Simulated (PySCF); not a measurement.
## Electronic structure of C$_{5}$H$_{8}$ClN in real space

Input file:

```
{"job": {"kind": "nmr", "xc": "PBE0", "basis": "pcSseg-1"}, "charge": 0, "multiplicity": 1}
C     -1.490912    -0.361668    -0.707461
C     -0.071804     0.126945    -0.434203
C     -0.067051     1.364722     0.458578
Cl    -0.799281     1.033172     2.053661
C      0.769557    -0.997305     0.194541
C      2.150634    -0.608341     0.310120
N      3.242036    -0.276580     0.384823
H     -1.970279    -0.668245     0.218995
H     -2.083327     0.432710    -1.155186
H     -1.478491    -1.206988    -1.391397
H      0.394010     0.424408    -1.381995
H      0.951427     1.705408     0.648218
H     -0.649108     2.169572     0.010092
H      0.714223    -1.898579    -0.421472
H      0.383954    -1.231242     1.190772
```

Launched as:

```sh
OMP_NUM_THREADS=1 python probes_run.py task.json out
```

Geometry: GFN2-xTB.

These are results of PBE0/pcSseg-1, SCF density, gas phase, non-relativistic (PySCF 2.14.0), not measurements.

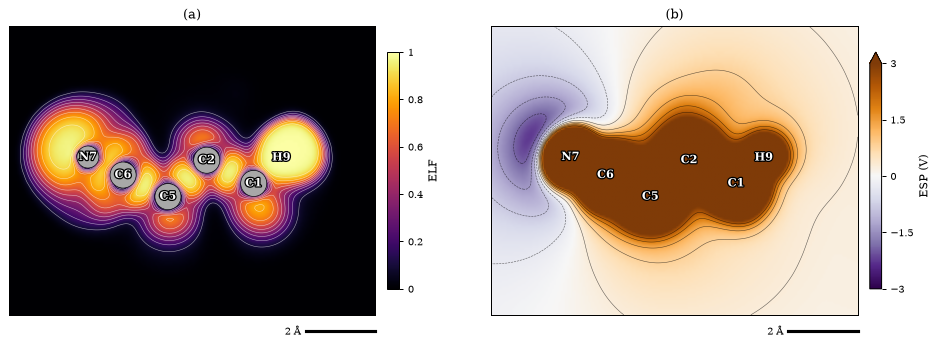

Figure 1. (a) ELF; (b) electrostatic potential on the plane of atoms C2, C5 and C6. Grey discs cover the atomic cores in the ELF map.

Question: Interpret the plot.

Answer: Atoms in the plane: C, N and H. C–N (1.14 Å): the ELF peaks at about 0.85 between the atoms (a short, multiple covalent bond). C–C (1.44 Å): the ELF peaks at about 0.95 between the atoms: a covalent bond. C–H (1.09 Å): the ELF climbs to about 1 towards the hydrogen, as it does in any bond to H; an ordinary covalent bond to hydrogen. C–C (1.53 Å): the ELF peaks at about 0.95 between the atoms; a covalent bond. The ELF also peaks beside N7, away from the bonds: lone-pair regions. Outside the dense part of the molecule the potential is most negative (−2.2 V) near N7.

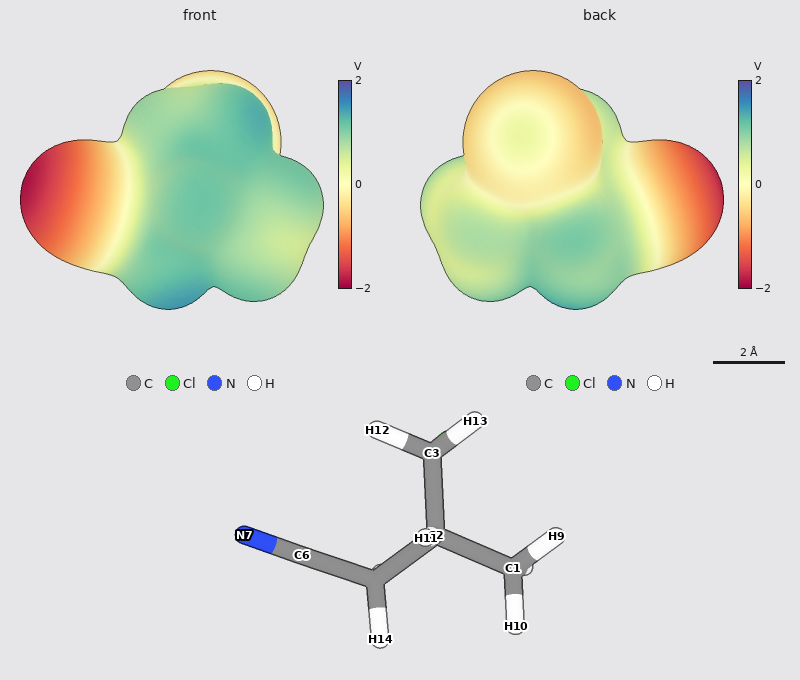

Figure 2. The electrostatic potential painted on the density surface at 0.002 e/bohr³, seen from the front and from behind; the colour scale runs from red (negative) to blue (positive). The bare structure is drawn below in the same view.

Question: Where is the surface potential most negative and most positive?

Answer: The most negative region (about −1.8 V, or −42 kcal/mol for a unit charge) lies over N7, the most positive (about +1.4 V, or +32 kcal/mol for a unit charge) over H14. Cl4 shows a σ-hole: about +0.3 V at the tip opposite its bond, against about −0.1 V on its flanks. N7 is the likeliest acceptor of a hydrogen bond.

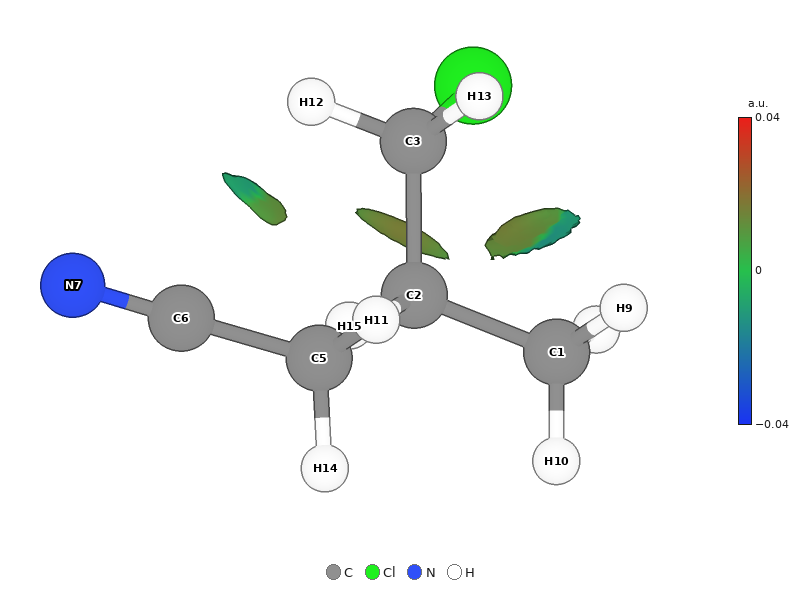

Figure 3. Non-covalent interaction (NCI) plot: the surface where the reduced density gradient is 0.5, for densities under 0.05 a.u., coloured by sign(λ₂)ρ; seen at a tilt.

Question: Which non-covalent interactions does the plot reveal?

Answer: Between H8 and C1 on one side and Cl4 and C3 on the other: a weak contact, attractive (blue-green) on one side and crowded (olive to red) on the other; between H15 and C5 on one side and Cl4 and C3 on the other: a weak contact, attractive (blue-green) on one side and crowded (olive to red) on the other; near H12, C6 and C3: mostly steric crowding (olive to red).
